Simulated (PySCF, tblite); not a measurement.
**C7H15NSi: geometry, infrared bands and NMR shifts**

What infrared bands and NMR shifts should C7H15NSi (`C[C@H]1C[Si@@H](NC2CC2)C1`) show?

Computed with tblite 0.8.0 and PySCF 2.14.0, with density-fitted response routines of our own, on a single molecule in the gas phase. Atoms count from 0, in the outputs and in this text.

### 1 The starting structure

24 atoms, charge 0, multiplicity 1; geometry from: force field or distance geometry start.

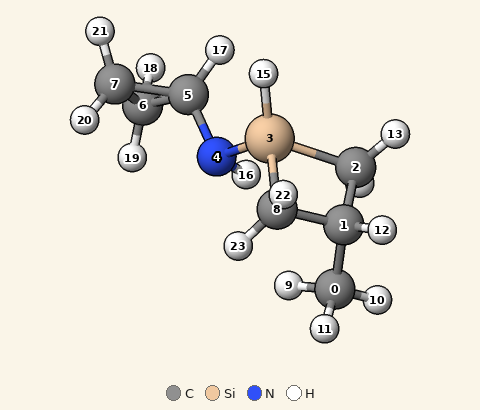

The starting geometry (carbon grey, silicon light orange, nitrogen blue, hydrogen white), atoms numbered.

### 2 Geometry optimisation with GFN2-xTB

The job: settings as JSON, then the geometry in Å.

```
{"job": {"kind": "relax", "xc": "GFN2-xTB", "basis": "xTB"}, "charge": 0, "multiplicity": 1}
C      2.762300    -0.964000     0.530100
C      2.459700     0.478500     0.107600
C      1.668000     0.507000    -1.160200
Si     0.174000     0.999800    -0.154900
N     -0.910800    -0.386700     0.047500
C     -2.213700    -0.046500    -0.522300
C     -3.208100    -1.178900    -0.403800
C     -3.384200     0.083200     0.419400
C      1.505700     1.053700     1.142000
H      1.801800    -1.487500     0.780600
H      3.303400    -1.511700    -0.235100
H      3.318000    -0.898400     1.489700
H      3.380600     1.091800     0.059400
H      2.009900     1.251200    -1.887900
H      1.525500    -0.509600    -1.583700
H     -0.423300     2.288700    -0.473100
H     -0.547900    -1.174700    -0.549600
H     -2.235300     0.575000    -1.430900
H     -3.787800    -1.316300    -1.330700
H     -2.878300    -2.076100     0.169900
H     -3.229400     0.031700     1.517100
H     -4.189900     0.741700     0.045300
H      1.819700     2.085600     1.453800
H      1.268300     0.382300     1.977400
```

The run is started by

```console
> OMP_NUM_THREADS=1 python probes_run.py task.json out
```

One launch serves the whole session: the jobs run in the order shown.

**Question.** This job is followed by: GFN2-xTB harmonic vibrations, gas phase; GIAO PBE0/pcSseg-1 NMR shielding, non-relativistic, gas phase. What will the session give for the following? strongest single infrared mode (GFN2-xTB); zero-point energy (GFN2-xTB); 13C shifts against TMS (PBE0/pcSseg-1, means over atoms taken as alike); 1H shifts against TMS (PBE0/pcSseg-1, means over atoms taken as alike); 29Si shifts against TMS (PBE0/pcSseg-1); 15N shifts against NH3 (PBE0/pcSseg-1).

As calculated:

```
                                                               quantity                                                      value
                              strongest single infrared mode (GFN2-xTB)                                      2254 cm⁻¹, 347 km/mol
                                           zero-point energy (GFN2-xTB)                                             128.9 kcal/mol
13C shifts against TMS (PBE0/pcSseg-1, means over atoms taken as alike)                            30.8, 30.8, 29.6, 24.3, 9.7 ppm
 1H shifts against TMS (PBE0/pcSseg-1, means over atoms taken as alike)  5.16, 2.15, 2.02, 1.83, 1.11, 0.91, 0.55, 0.03, -0.20 ppm
                                29Si shifts against TMS (PBE0/pcSseg-1)                                                  -20.7 ppm
                                 15N shifts against NH3 (PBE0/pcSseg-1)                                                   60.7 ppm
```

Relaxing lowered the energy by 0.973 eV in 164 steps; the close pair that moved most is Si3–N4, from 1.772 to 1.717 Å. No mode is imaginary among the 66: a minimum at this level. The strongest single mode, at 2254 cm⁻¹, moves mainly H15. GFN2-xTB is a fitted tight-binding method: band positions and strengths are rough. Its intensities can rank the bands wrongly. At PBE0/pcSseg-1: The widest tensor belongs to Si3: span 128 ppm, with a paramagnetic part of -511 ppm.
